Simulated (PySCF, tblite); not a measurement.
# C₅H₇ClO₃Si: geometry, infrared bands and NMR shifts

Wanted: the infrared bands and NMR shifts of C₅H₇ClO₃Si (`C#C[Si@](Cl)(OC)OCC=O`), by calculation.

Programs: tblite 0.8.0 and PySCF 2.14.0, with density-fitted response routines of our own. Each step states its level of theory. These are calculated values for one molecule in the gas phase, unless marked as measured. Atoms count from 0, in the outputs and in this text.

## (1) The molecule as given

17 atoms, charge 0, multiplicity 1; geometry from: force field or distance geometry start.

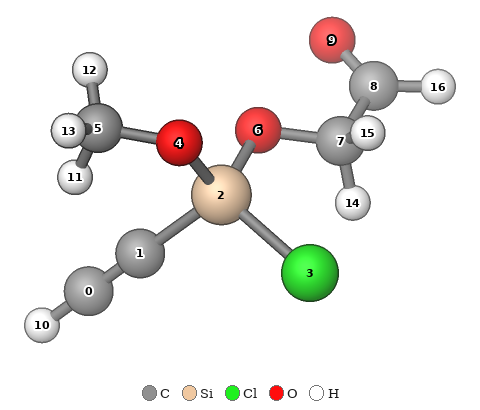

The starting geometry (carbon grey, silicon light orange, chlorine green, oxygen red, hydrogen white), atoms numbered; sticks join atoms by distance.

## (2) Optimising the geometry with GFN2-xTB

Job settings and geometry (Å):

```
{"job": {"kind": "relax", "xc": "GFN2-xTB", "basis": "xTB"}, "charge": 0, "multiplicity": 1}
C     -2.315600    -0.401700    -2.113000
C     -1.564900    -0.483000    -1.195200
Si    -0.369900    -0.607500     0.208800
Cl     0.262900    -2.593000     0.405700
O     -1.203000    -0.097200     1.622100
C     -2.240300     0.787900     1.332300
O      0.949400     0.449400    -0.141900
C      2.106900    -0.299300    -0.009500
C      3.258300     0.590200    -0.307600
O      3.128700     1.768000    -0.596400
H     -2.998900    -0.329000    -2.939000
H     -2.592500     0.545400     0.308500
H     -1.878500     1.823000     1.383700
H     -3.052200     0.590400     2.052400
H      2.086800    -1.100300    -0.764700
H      2.165400    -0.789200     0.995400
H      4.250400     0.158100    -0.251500
```

Launch:

```bash
OMP_NUM_THREADS=1 python probes_run.py task.json out
```

The driver reads the jobs from task.json and runs them one after another.

Standard output:

```text
step      E/eV     max force
  0    -890.65148    3.214
  1    -890.85733    4.657
  2    -891.07399    1.869
  3    -891.14668    2.133
  4    -891.22444    0.668
  5    -891.28378    0.570
  6    -891.32775    0.688
  7    -891.38099    0.952
  8    -891.45670    0.890
  9    -891.50580    0.539
 10    -891.53563    0.439
 11    -891.56021    0.387
 12    -891.58052    0.355
 13    -891.59841    0.298
 14    -891.60955    0.238
 15    -891.61558    0.213
 16    -891.62071    0.231
 17    -891.62628    0.227
 18    -891.63050    0.153
 19    -891.63317    0.165
 20    -891.63539    0.154
 21    -891.63790    0.140
 22    -891.64050    0.131
 23    -891.64264    0.095
 24    -891.64432    0.087
 25    -891.64601    0.098
 26    -891.64796    0.128
 27    -891.64993    0.133
 28    -891.65166    0.105
 29    -891.65330    0.096
 30    -891.65510    0.105
 31    -891.65695    0.110
 32    -891.65863    0.117
 33    -891.66015    0.119
 34    -891.66175    0.109
 35    -891.66374    0.143
 36    -891.66611    0.145
 37    -891.66844    0.121
 38    -891.67056    0.117
 39    -891.67256    0.111
 40    -891.67437    0.108
 41    -891.67596    0.090
 42    -891.67735    0.091
 43    -891.67856    0.076
 44    -891.67969    0.107
 45    -891.68087    0.099
 46    -891.68225    0.093
 47    -891.68402    0.127
 48    -891.68625    0.138
 49    -891.68867    0.234
 50    -891.69087    0.320
 51    -891.69360    0.175
 52    -891.69695    0.118
 53    -891.69938    0.135
 54    -891.70295    0.203
 55    -891.70675    0.280
 56    -891.71116    0.168
 57    -891.71502    0.577
 58    -891.71889    0.168
 59    -891.72288    0.396
 60    -891.72593    0.237
 61    -891.72874    0.170
 62    -891.73281    0.102
 63    -891.73512    0.142
 64    -891.73690    0.129
 65    -891.73892    0.142
 66    -891.74088    0.106
 67    -891.74317    0.115
 68    -891.74457    0.137
 69    -891.74655    0.134
 70    -891.74792    0.123
 71    -891.74904    0.078
 72    -891.74972    0.060
 73    -891.75025    0.060
 74    -891.75076    0.057
 75    -891.75138    0.077
 76    -891.75215    0.068
 77    -891.75310    0.085
 78    -891.75411    0.089
 79    -891.75521    0.097
 80    -891.75648    0.111
 81    -891.75802    0.169
 82    -891.75941    0.110
 83    -891.76092    0.168
 84    -891.76239    0.126
 85    -891.76425    0.081
 86    -891.76511    0.131
 87    -891.76632    0.084
 88    -891.76691    0.097
 89    -891.76746    0.073
 90    -891.76800    0.068
 91    -891.76874    0.062
 92    -891.76943    0.099
 93    -891.77012    0.109
 94    -891.77106    0.124
 95    -891.77235    0.118
 96    -891.77411    0.143
 97    -891.77607    0.089
 98    -891.77818    0.167
 99    -891.77885    0.328
100    -891.78282    0.185
101    -891.78738    0.245
102    -891.79570    0.331
103    -891.80173    0.307
104    -891.80646    0.290
105    -891.80790    0.222
106    -891.80695    1.046
107    -891.81323    0.325
108    -891.81519    0.158
109    -891.81892    0.230
110    -891.82100    0.271
111    -891.82391    0.241
112    -891.82809    0.180
113    -891.82917    0.222
114    -891.83061    0.128
115    -891.83404    0.341
116    -891.83573    0.153
117    -891.83740    0.096
118    -891.83873    0.186
119    -891.84029    0.242
120    -891.84353    0.262
121    -891.84808    0.223
122    -891.85248    0.382
123    -891.85451    0.416
124    -891.85817    0.186
125    -891.85964    0.180
126    -891.86100    0.112
127    -891.86438    0.108
128    -891.86614    0.132
129    -891.86856    0.121
130    -891.87089    0.112
131    -891.87291    0.173
132    -891.87329    0.310
133    -891.87628    0.098
134    -891.87811    0.165
135    -891.87979    0.127
136    -891.88064    0.076
137    -891.88113    0.044
138    -891.88147    0.045
139    -891.88182    0.057
140    -891.88223    0.057
141    -891.88273    0.063
142    -891.88335    0.091
143    -891.88405    0.095
144    -891.88483    0.108
145    -891.88571    0.142
146    -891.88661    0.130
147    -891.88757    0.091
148    -891.88839    0.076
149    -891.88922    0.093
150    -891.88997    0.070
151    -891.89073    0.058
152    -891.89108    0.049
153    -891.89146    0.043
154    -891.89175    0.047
155    -891.89212    0.056
156    -891.89260    0.057
157    -891.89323    0.063
158    -891.89352    0.092
159    -891.89438    0.067
160    -891.89489    0.055
161    -891.89553    0.056
162    -891.89589    0.068
163    -891.89630    0.067
164    -891.89662    0.054
165    -891.89691    0.063
166    -891.89725    0.047
167    -891.89769    0.078
168    -891.89823    0.090
169    -891.89871    0.101
170    -891.89902    0.088
171    -891.89920    0.062
172    -891.89931    0.024
173    -891.89938    0.020
174    -891.89943    0.020
175    -891.89946    0.023
176    -891.89951    0.019
177    -891.89957    0.027
178    -891.89965    0.028
179    -891.89974    0.031
180    -891.89981    0.030
181    -891.89985    0.028
182    -891.89987    0.025
183    -891.89991    0.030
184    -891.89998    0.037
185    -891.90010    0.042
186    -891.90028    0.036
187    -891.90051    0.039
188    -891.90076    0.051
189    -891.90103    0.070
190    -891.90128    0.065
191    -891.90151    0.054
192    -891.90167    0.024
193    -891.90175    0.027
194    -891.90179    0.019
195    -891.90180    0.010
```

Wall time 2.1 s (1 thread of Arm Neoverse V1, shared host); peak memory 0.18 GiB.

Along the way: (not every step is listed)

```tsv
step	energy from step 0 (eV)	largest force (eV/Å)
0	0.0000	3.2145
1	-0.2059	4.6567
2	-0.4225	1.8688
3	-0.4952	2.1326
4	-0.5730	0.6685
5	-0.6323	0.5703
6	-0.6763	0.6879
7	-0.7295	0.9521
8	-0.8052	0.8905
26	-0.9965	0.1282
44	-1.0282	0.1069
62	-1.0813	0.1018
80	-1.1050	0.1112
98	-1.1267	0.1669
116	-1.1843	0.1534
134	-1.2266	0.1652
152	-1.2396	0.0486
170	-1.2475	0.0877
188	-1.2493	0.0505
190	-1.2498	0.0654
191	-1.2500	0.0537
192	-1.2502	0.0239
193	-1.2503	0.0268
194	-1.2503	0.0185
195	-1.2503	0.0098
```

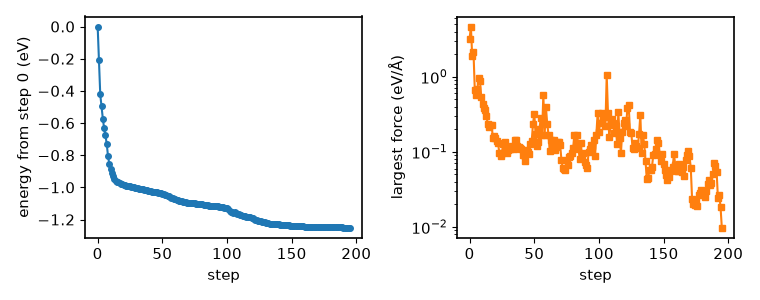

Energy and force, step by step.

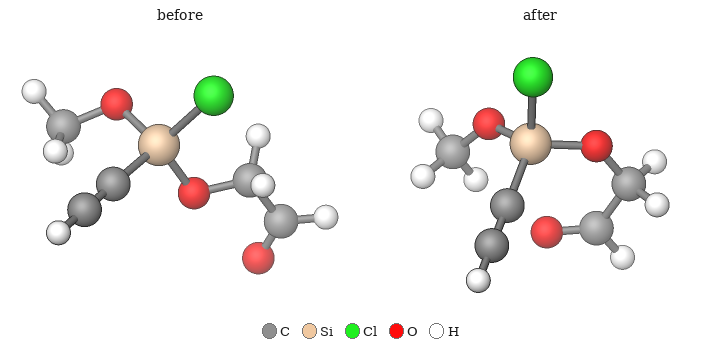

The geometry before (left) and after (right).

Distances of close pairs at the start and the end, largest changes first:

```tsv
bond	before (Å)	after (Å)	change (Å)
Si2–O4	1.718	1.613	-0.106
Si2–O6	1.726	1.633	-0.094
Si2–Cl3	2.093	2.005	-0.088
C0–H10	1.074	1.052	-0.023
C8–O9	1.220	1.197	-0.022
C8–H16	1.084	1.104	+0.021
C7–H15	1.119	1.099	-0.020
C5–H11	1.110	1.091	-0.018
```

The next job starts from the end point, and lists it.

## (3) Harmonic vibrations with GFN2-xTB

Job settings and geometry (Å):

```
{"job": {"kind": "ir", "xc": "GFN2-xTB", "basis": "xTB"}, "charge": 0, "multiplicity": 1}
C     -1.440333    -0.447706    -2.596869
C     -1.093318    -0.702589    -1.475572
Si    -0.568136    -1.089342     0.260581
Cl    -1.220623    -2.913686     0.777771
O     -1.231011    -0.153084     1.393886
C     -1.628637     1.188524     1.431458
O      1.036165    -1.359201     0.400139
C      2.156467    -0.624669     0.070613
C      1.870696     0.800493    -0.296531
O      0.770457     1.269754    -0.352618
H     -1.745080    -0.226563    -3.579041
H     -2.356903     1.390706     0.644409
H     -0.771618     1.848909     1.290948
H     -2.081120     1.367273     2.406986
H      2.665435    -1.094243    -0.785396
H      2.854926    -0.635274     0.919066
H      2.775636     1.392727    -0.519739
```

Standard output:

```text
mode    cm-1     km/mol
  1     -39.7      1.56
  2      46.3      2.56
  3      62.6     12.12
  4      75.8      0.52
  5      95.6      1.32
  6     103.8      0.68
  7     140.3     25.26
  8     153.1      1.79
  9     160.4      0.41
 10     216.6      0.27
 11     227.0     30.15
 12     268.2     40.53
 13     288.3     28.03
 14     332.4     14.90
 15     365.6      4.33
 16     509.0     91.07
 17     615.1     66.39
 18     679.2     51.94
 19     682.2     22.39
 20     690.8      4.98
 21     738.1    169.89
 22     768.8     98.91
 23     802.1    119.67
 24     928.2     42.46
 25     998.2      1.66
 26    1130.8      1.43
 27    1139.6     11.84
 28    1168.2    248.85
 29    1174.7     12.90
 30    1191.6    177.36
 31    1276.7      4.09
 32    1335.3     25.73
 33    1406.7     24.19
 34    1412.2      1.83
 35    1465.0      3.24
 36    1478.8      5.76
 37    1788.0    234.18
 38    2219.8     40.98
 39    2799.2    115.85
 40    2855.1      9.88
 41    2891.9     23.80
 42    2971.0     24.98
 43    2982.1     26.57
 44    2994.8     24.25
 45    3362.1      0.04
```

It took 0.86 s on 1 thread of Arm Neoverse V1, shared host; peak memory 0.18 GiB.

The strongest bands and the atoms that carry them (share of the mass-weighted mode):

```tsv
cm⁻¹	km/mol	atoms
509	91.1	Si2 31 %, Cl3 25 %, O6 12 %
738	169.9	Si2 34 %, O6 23 %, C8 16 %
769	98.9	Si2 23 %, C7 22 %, C8 16 %
802	119.7	Si2 42 %, C5 16 %, C7 14 %, O4 13 %
1168	248.8	O4 56 %, C5 29 %
1192	177.4	O6 46 %, C7 42 %
1788	234.2	C8 59 %, O9 39 %
2799	115.8	H16 93 %
```

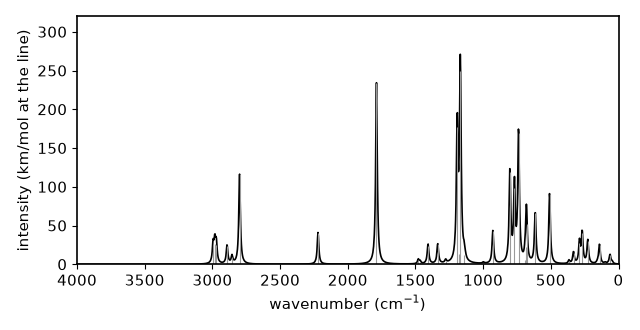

The infrared spectrum from these modes, unscaled. Lines are broadened to a width of 14 cm⁻¹ (Lorentzian).

## (4) NMR shieldings: PBE0/pcSseg-1

Settings changed since step 3:

```diff
@@ -1,2 +1,2 @@
-{"job": {"kind": "ir", "xc": "GFN2-xTB", "basis": "xTB"}, "charge": 0, "multiplicity": 1}
+{"job": {"kind": "nmr", "xc": "PBE0", "basis": "pcSseg-1"}, "charge": 0, "multiplicity": 1}
 C     -1.440333    -0.447706    -2.596869
```

With the program's defaults for keys left out, this is: GIAO PBE0/pcSseg-1 NMR shielding, non-relativistic, gas phase.

Standard output:

```text
coarse grid: 16280 points
cycle   1  E = -1169.0050867450  dE =  1.686e+00  |g| = 1.128e+00  |ddm| = 3.916e+00
cycle   2  E = -1168.5105380827  dE =  4.945e-01  |g| = 1.980e+00  |ddm| = 2.300e+00
cycle   3  E = -1169.2286507485  dE = -7.181e-01  |g| = 2.865e-01  |ddm| = 1.671e+00
cycle   4  E = -1169.2432550204  dE = -1.460e-02  |g| = 1.047e-01  |ddm| = 2.592e-01
cycle   5  E = -1169.2449000986  dE = -1.645e-03  |g| = 3.709e-02  |ddm| = 9.147e-02
cycle   6  E = -1169.2451716320  dE = -2.715e-04  |g| = 1.249e-02  |ddm| = 3.442e-02
cycle   7  E = -1169.2452028658  dE = -3.123e-05  |g| = 5.350e-03  |ddm| = 1.044e-02
cycle   8  E = -1169.2452095091  dE = -6.643e-06  |g| = 7.458e-04  |ddm| = 4.154e-03
final grid: 150944 points
cycle   9  E = -1169.3362133622  dE = -1.885e-05  |g| = 1.560e-02  |ddm| = 2.934e-02
cycle  10  E = -1169.3361319491  dE =  8.141e-05  |g| = 2.638e-02  |ddm| = 2.432e-02
cycle  11  E = -1169.3362543163  dE = -1.224e-04  |g| = 3.259e-03  |ddm| = 1.693e-02
cycle  12  E = -1169.3362563014  dE = -1.985e-06  |g| = 6.205e-04  |ddm| = 2.483e-03
cycle  13  E = -1169.3362563622  dE = -6.078e-08  |g| = 1.974e-04  |ddm| = 5.504e-04
cycle  14  E = -1169.3362563692  dE = -7.005e-09  |g| = 9.003e-05  |ddm| = 1.722e-04
cycle  15  E = -1169.3362563711  dE = -1.876e-09  |g| = 2.645e-05  |ddm| = 7.571e-05
cycle  16  E = -1169.3362563712  dE = -1.583e-10  |g| = 4.879e-06  |ddm| = 2.142e-05
converged SCF energy = -1169.3362563712

GIAO shielding tensors (ppm)
atom      isotropic    diamagn.    paramagn.     s11        s22        s33       span
  0 C       87.758     261.345    -173.587      4.487     13.197    245.589    241.101
  1 C      100.060     263.451    -163.391     -1.429      9.853    291.757    293.186
  2 Si     413.950     879.045    -465.095    382.383    418.145    441.322     58.939
  3 Cl     876.545    1147.849    -271.304    774.791    824.323   1030.520    255.729
  4 O      280.965     395.759    -114.795    219.427    298.178    325.289    105.861
  5 C      132.361     243.923    -111.562    106.091    107.907    183.085     76.994
  6 O      277.679     397.231    -119.552    225.287    294.716    313.033     87.746
  7 C      109.252     248.618    -139.367     79.994     94.469    153.293     73.299
  8 C      -20.401     250.885    -271.285   -121.903    -35.095     95.796    217.699
  9 O     -306.445     406.330    -712.775   -875.730   -436.764    393.160   1268.890
 10 H       29.867      33.642      -3.775     24.780     24.849     39.971     15.191
 11 H       27.520      29.269      -1.750     23.179     25.642     33.738     10.558
 12 H       27.462      30.614      -3.152     22.753     26.588     33.045     10.292
 13 H       27.843      27.454       0.390     23.089     25.579     34.862     11.773
 14 H       26.688      28.353      -1.665     22.211     24.857     32.996     10.785
 15 H       26.632      28.163      -1.531     22.089     24.701     33.107     11.018
 16 H       21.932      27.769      -5.837     20.473     21.115     24.208      3.735
```

It took 67 s on 1 thread of Arm Neoverse V1, shared host; peak memory 0.94 GiB.

The references, computed at this level on geometries of the same kind, shield at (ppm): 1H TMS 31.72, 13C TMS 186.9, 29Si TMS 349.2, 17O H2O 336.1, 35Cl HCl 950. Their shielding less the atom's gives the shift. The references are single molecules in the gas phase, so shifts against H2O, NH3, PH3, H3PO4 or CFCl3 are not on the usual liquid scales and can be off by tens of ppm. Atoms listed in one row are averaged.

```tsv
atoms	environment	σ (ppm)	δ (ppm)	δ scaled to CDCl3
C8	aldehyde carbonyl carbon	-20.4	207.3	200.4
C0	terminal alkyne carbon	87.8	99.2	94.9
C1	alkyne carbon	100.1	86.9	82.9
C7	sp3 CH2 bonded to O, α to a carbonyl	109.3	77.7	73.9
C5	methyl carbon bonded to O	132.4	54.6	51.3
H16	hydrogen on an aldehyde carbonyl carbon	21.93	9.78	9.33
H15	hydrogen on an sp3 CH2 bonded to O, α to a carbonyl	26.63	5.08	4.90
H14	hydrogen on an sp3 CH2 bonded to O, α to a carbonyl	26.69	5.03	4.85
H11, H12, H13	hydrogen on a methyl carbon bonded to O	27.61	4.11	3.98
H10	hydrogen on a terminal alkyne carbon	29.87	1.85	1.85
Si2	silicon bonded to C, Cl, 2 O	414.0	-64.8	–
Cl3	chlorine bonded to Si	877	73	–
O9	aldehyde oxygen	-306.4	642.5	–
O6	oxygen bonded to C, Si	277.7	58.4	–
O4	oxygen bonded to C, Si	281.0	55.1	–
```

The scaled column applies a straight-line fit of computed shieldings to shifts measured in CDCl3, with any fitted terms for Cl, Br or S neighbours (root-mean-square error 0.16 ppm for H, 1.9 ppm for C).

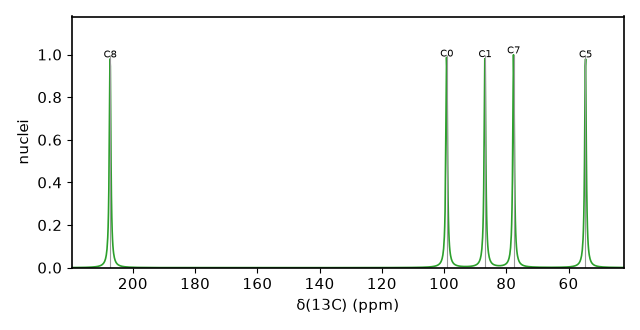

13C lines at the computed shifts, without couplings. Lines are broadened to a width of 0.61 ppm (Lorentzian).

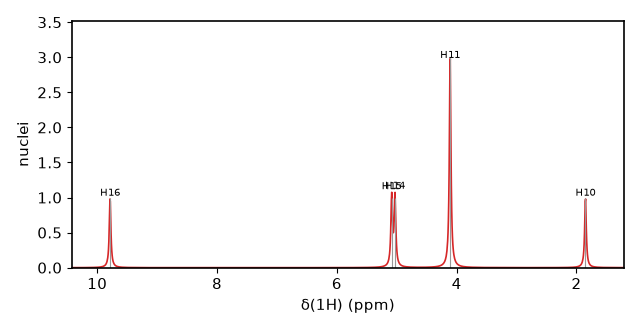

1H lines at the computed shifts, without couplings. Lines are broadened to a width of 0.03 ppm (Lorentzian).

The run also stored atomic charges by several schemes (e):

```tsv
atoms	Mulliken	IAO	Hirshfeld	ESP fit
C0	-0.20	-0.18	-0.08	-0.41
C1	-0.20	-0.36	-0.16	0.04
Si2	1.26	1.41	0.45	0.34
Cl3	-0.32	-0.31	-0.14	-0.18
O4	-0.62	-0.63	-0.23	-0.22
C5	0.00	-0.19	-0.03	-0.16
O6	-0.62	-0.62	-0.22	-0.28
C7	0.09	-0.09	0.01	0.00
C8	0.20	0.25	0.15	0.56
O9	-0.37	-0.36	-0.16	-0.45
```

IAO charges:

C0 -0.18; C1 -0.36; Si2 1.41; Cl3 -0.31; O4 -0.63; C5 -0.19; O6 -0.62; C7 -0.09; C8 0.25; O9 -0.36; H10 0.20; H11 0.14; H12 0.14; H13 0.15; H14 0.17; H15 0.17; H16 0.12

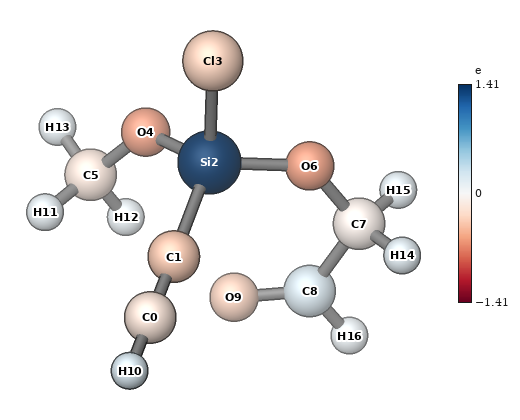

IAO charges, as colours on the atoms.

Mayer bond orders: C0–C1 2.57, C1–Si2 0.85, Si2–Cl3 0.99, Si2–O4 1.05, O4–C5 0.88, Si2–O6 0.95, O6–C7 0.92, C7–C8 1.00, C8–O9 1.95.

Orbitals, density, ELF and potential are computed afterwards from the orbital file.

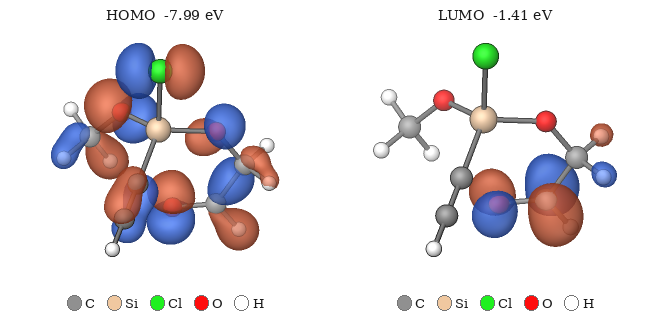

Frontier orbitals at PBE0/pcSseg-1; each surface holds 70 % of the orbital's density, blue and red mark the sign.

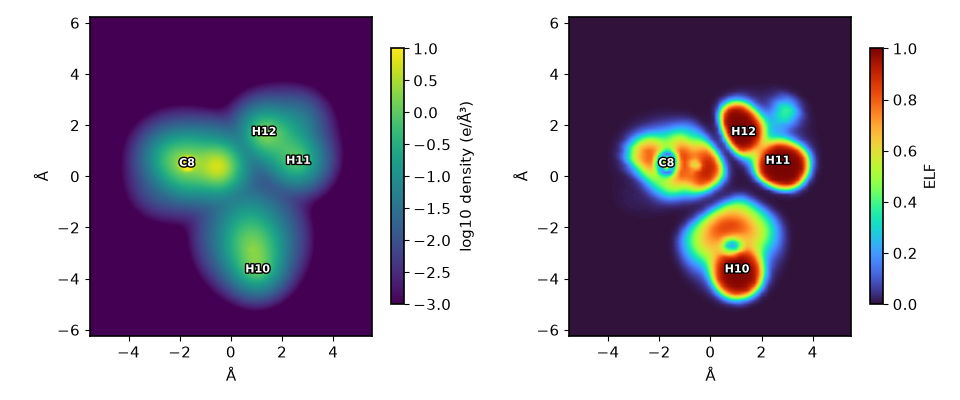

Density (left) and ELF (right) in a plane through or near 4 of the atoms.

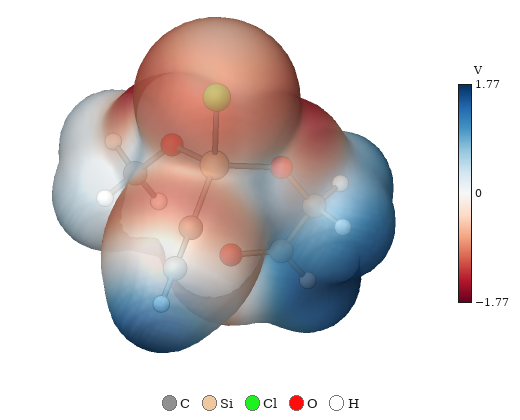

Electrostatic potential on the surface of density 0.002 e/bohr³; red is low, blue high. It runs from -1.33 V near O4 to 1.77 V near H16.

## (5) Outcome

| quantity | value |
| --- | --- |
| strongest single infrared mode (GFN2-xTB) | 1168 cm⁻¹, 249 km/mol |
| zero-point energy (GFN2-xTB) | 70.0 kcal/mol |
| 13C shifts against TMS (PBE0/pcSseg-1) | 207.3, 99.2, 86.9, 77.7, 54.6 ppm |
| 1H shifts against TMS (PBE0/pcSseg-1, means over atoms taken as alike) | 9.78, 5.08, 5.03, 4.11, 1.85 ppm |
| 29Si shifts against TMS (PBE0/pcSseg-1) | -64.8 ppm |
| 35Cl shifts against HCl (PBE0/pcSseg-1) | 73 ppm |
| 17O shifts against H2O (PBE0/pcSseg-1) | 642.5, 58.4, 55.1 ppm |
| surface potential, least and greatest | -1.33 V and 1.77 V |

What this shows: Over 195 steps the energy fell by 1.250 eV; of the close pairs, Si2–O4 changed most, 1.718 to 1.613 Å. The lowest mode is imaginary (40i cm⁻¹), so the xTB geometry is not a minimum. The strongest single mode, at 1168 cm⁻¹, moves mainly O4 and C5. Unscaled tight-binding wavenumbers are off by several per cent, some by more. Its intensities can rank the bands wrongly. The most deshielded carbon is C8 (aldehyde carbonyl carbon), at 207.3 ppm: low-lying n→π* states of the double bond to the heteroatom give a large paramagnetic term (-271 ppm). The most deshielded hydrogen is H16 (hydrogen on an aldehyde carbonyl carbon), at 9.78 ppm: the formyl region, downfield of aromatic protons. At PBE0/pcSseg-1: The largest span, 1269 ppm, is at O9, where the paramagnetic term is -713 ppm. At PBE0/pcSseg-1, counted by nearest atom on the grid, the HOMO lies on O4 24 %; O9 18 %, the LUMO on C8 45 %; O9 31 %.
